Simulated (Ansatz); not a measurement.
## Pressure series in Ag

Base system: Ag in the fcc (Cu type) structure (space group Fm-3m, No. 225).

```xyz
1
Lattice="0.0000 2.0519 2.0519 2.0519 0.0000 2.0519 2.0519 2.0519 0.0000" Properties=species:S:1:pos:R:3 pbc="T T T"
Ag     0.0000     0.0000     0.0000
```

Cell and atoms are relaxed at each pressure.

Method: DFT with r2SCAN, PAW potentials and a 500 eV plane-wave cutoff in Ansatz (a quantum-chemistry and plane-wave program), no SOC.

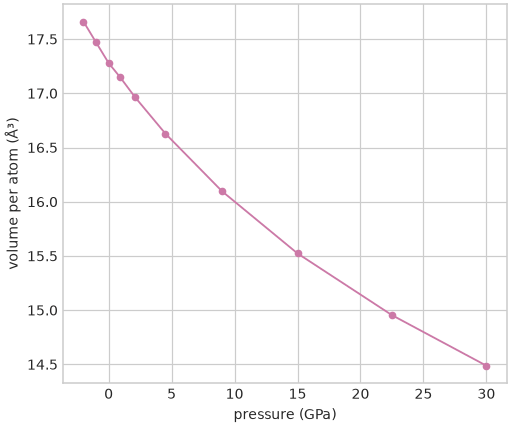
Figure. Volume per atom against pressure

Problem. From the plot, what is the volume per atom for pressure 15 GPa?

Solution. About 15.5 Å³.

Problem. Is the trend monotonic over the range shown?

Solution. Yes, it falls throughout, spanning 14.49 Å³ to 17.66 Å³.

Load acts through the strain it causes; cell and atoms are relaxed under it. Stability against distortions was not tested. Competing high-pressure phases were not computed.
